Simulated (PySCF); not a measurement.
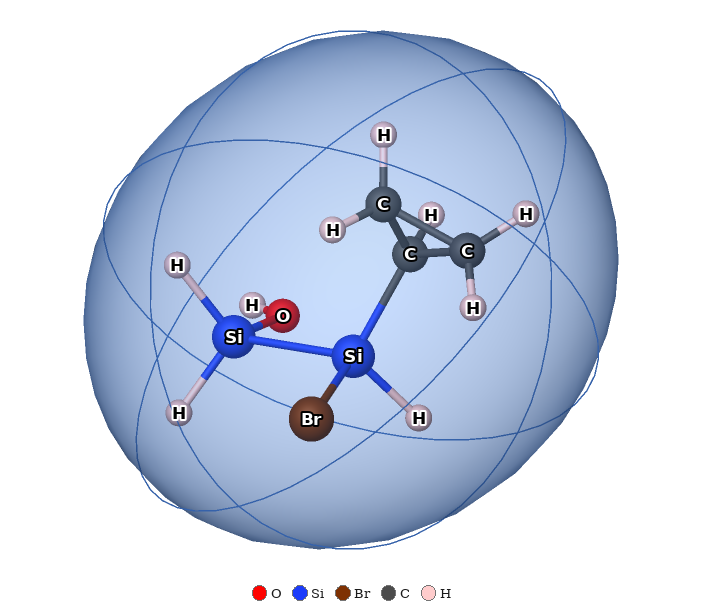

The ellipsoid shows the static dipole polarisability: its half-axes are proportional to the principal values. Computed geometry: GFN2-xTB optimisation. No frequency run is at hand to confirm it as a minimum. Computed with CAM-B3LYP/def2-SVPD (PySCF 2.14.0).

Give the principal values, the mean and the anisotropy.

Principal values 96.8, 110.3, 124.4 bohr³; mean 110.5 bohr³ (16.37 Å³); anisotropy 24.0 bohr³, so the longest axis is 1.29 times the shortest.

The geometry is semi-empirical. Around Br, Si such bond lengths and angles can be off by a tenth of an ångström or more and by several degrees, and values that hang on the shape move with them.
